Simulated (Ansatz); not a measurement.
CH$_{7}$AlO: several calculations on one system

Part 1: Relaxation

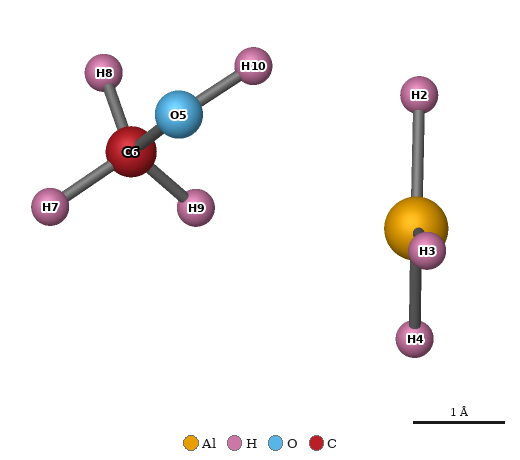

CH7AlO, before the relaxation. The picture is a ball-and-stick view, seen from a free direction.

The run prepares an end point of a later path (reaction) calculation, from a guessed geometry.

The calculation used RKS PBE-D4/6-31G* (Ansatz 0.2.0).

Input file:
```yaml
crystal:
  periodic: [false, false, false]
  atoms:
    - { symbol: Al, position_ang: [0.136316, 0.393965, -0.153342] }
    - { symbol: H, position_ang: [-0.378895, 0.089707, 1.30683] }
    - { symbol: H, position_ang: [1.598022, 1.008346, -0.366581] }
    - { symbol: H, position_ang: [-0.888292, 0.198262, -1.373792] }
    - { symbol: O, position_ang: [0.392684, -2.400779, 0.791373] }
    - { symbol: C, position_ang: [-0.671758, -3.234823, 0.310985] }
    - { symbol: H, position_ang: [-0.214432, -3.947954, -0.392397] }
    - { symbol: H, position_ang: [-1.144671, -3.803801, 1.134297] }
    - { symbol: H, position_ang: [-1.452584, -2.664029, -0.226845] }
    - { symbol: H, position_ang: [-0.01069, -1.736994, 1.413972] }
basis:
  gaussian: { orbitals: "6-31G*" }
hamiltonian:
  xc: pbe
  dispersion: d4
relax:
  f_tol: 0.03
  max_steps: 50
```

Command:
```bash
ansatz run input.yaml --threads 1 --pin off --max-ram 2048MiB --backend cpu --events-out ev --progress --plain --runs-dir out
```

> What does the optimiser find from here?

The atom that moves furthest after the best rigid fit is H3 (1.45 Å). By element the largest moves are H 1.45 Å, O 0.81 Å, Al 0.51 Å, C 0.34 Å. Near-neighbour distances that change, for instance: Al1–O5 2.961 → 2.032 Å, Al1–C6 3.747 → 2.982 Å, Al1–H2 1.578 → 1.616 Å, O5–C6 1.435 → 1.453 Å. New bonds form, among them: Al1–O5 (2.96 → 2.03 Å). Bond angles that change, for instance: H3–Al1–H4 121.9° → 116.7°, H8–C6–H9 109.0° → 111.3°, C6–O5–H10 107.2° → 109.4°. The energy falls by 0.755 eV in 17 accepted moves (19 points after the start). Largest force component: 0.77 eV/Å at the start, 0.018 eV/Å at the end. The line search rejected the trial steps at points 10, 13 of the run.

The structure at the end:

```xyz
10

Al    0.1361   -0.0814    0.0438
H     0.1116    0.8238    1.3821
H     1.5308   -0.3984   -0.6992
H    -1.1959   -0.0636   -0.8818
O    -0.1667   -1.8552    0.9871
C    -0.5022   -2.9926    0.1471
H     0.3297   -3.0879   -0.5641
H    -0.5704   -3.8992    0.7689
H    -1.4412   -2.8116   -0.4023
H    -0.8662   -1.7320    1.6629
```

After the run, drawn alike:

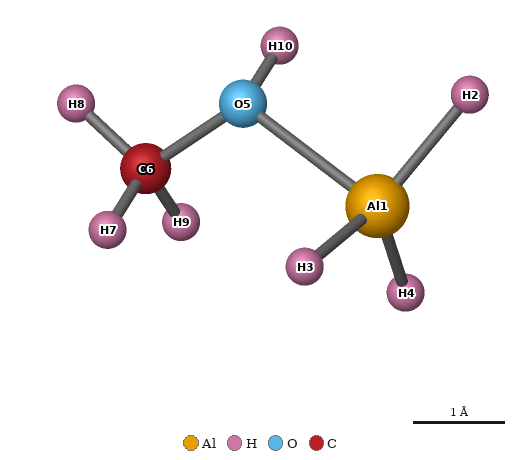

Part 2: Relaxation

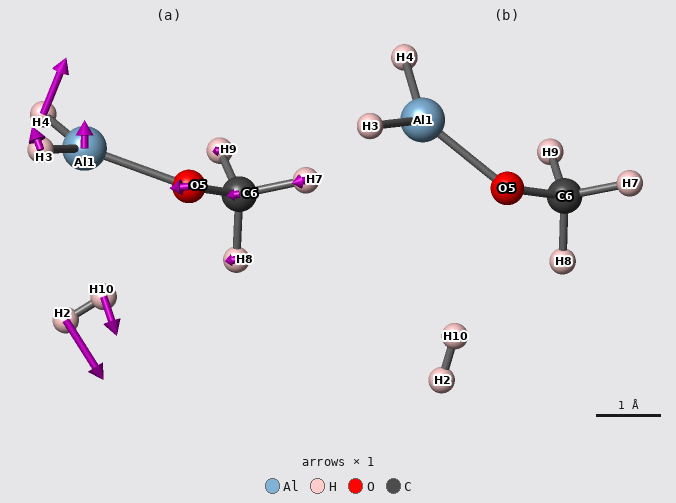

The structure of CH7AlO before (left) and after (right) a relaxation, at one scale. The purple arrows give the displacements, at their true length.

The picture is a ball-and-stick view, seen at a tilt.

The run prepares an end point of a later path (reaction) calculation, from a guessed geometry.

These are results of RKS PBE-D4/6-31G* in Ansatz, not measurements. Settings: no spin polarisation; force threshold 0.03 eV/Å; at most 50 steps.

Question: Summarise the run.

Answer: H2 moves most after the best rigid fit: 1.12 Å. Largest moves by element: H 1.12 Å, Al 0.45 Å, O 0.32 Å, C 0.20 Å. Some distances before and after: H2–H10 0.715 → 0.753 Å, Al1–O5 1.759 → 1.726 Å. Groups turn about O5–C6 by about 25°. After 25 accepted moves (27 points after the start) the energy has fallen by 10.2 kJ/mol. Largest force component: 1.3 eV/Å at the start, 0.02 eV/Å at the end. The line search rejected the trial steps at points 18, 23 of the run. The forces were under the threshold at step 10, but the run went on from there.

Limits of the set-up: the start holds two separate molecules, 2.2 Å apart at their closest, whose relative position is a soft coordinate.

Part 3: Path

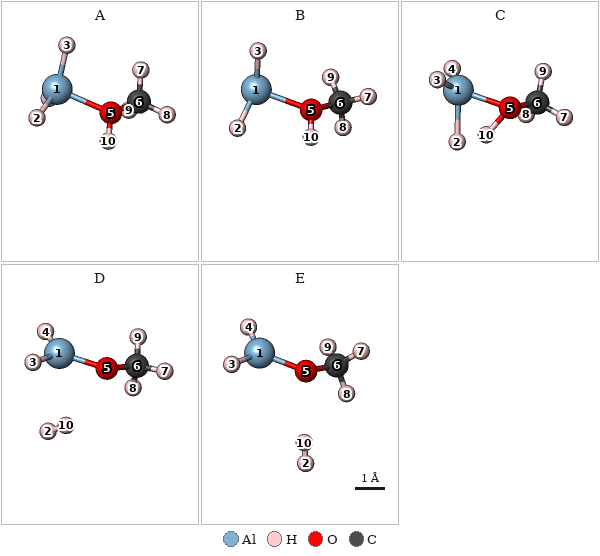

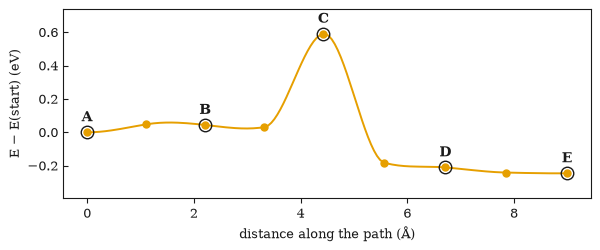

NEB run on CH$_{7}$AlO. Images are numbered from 0 (start) to 8 (end). Frames A to E are images 0, 2, 4, 6, 8. The picture is a ball-and-stick view, seen at a tilt.

The calculation used RKS PBE-D4/6-31G* in Ansatz. Settings: 7 movable images; climbing image; force threshold 0.05 eV/Å; iteration limit 60; starting path through a guess of the saddle point.

> Describe the mechanism and the energy profile.

The highest point, image 4, lies 0.59 eV above the start and 0.84 eV above the end; the end is at −0.25 eV relative to the start. The path has more than one stage, and so few images may leave a stage unresolved. Breaking: Al1–H2 (1.62 → 1.80 at the top → 4.14 Å), O5–H10 (0.98 → 1.27 at the top → 2.48 Å). Forming: H2–H10 (2.75 → 1.06 at the top → 0.75 Å). The band converged in 15 iterations. The largest component of the band force went from 5.2 to 0.037 eV/Å. The climbing image converged on the top of the path. Its vibrational analysis gives one imaginary mode (1111i cm⁻¹), as a transition state must have.

Cost: 2.7 min on 1 thread of AMD EPYC 7R43 64-Core Processor (Zen 3), with other jobs on the host, peak memory 0.13 GiB.
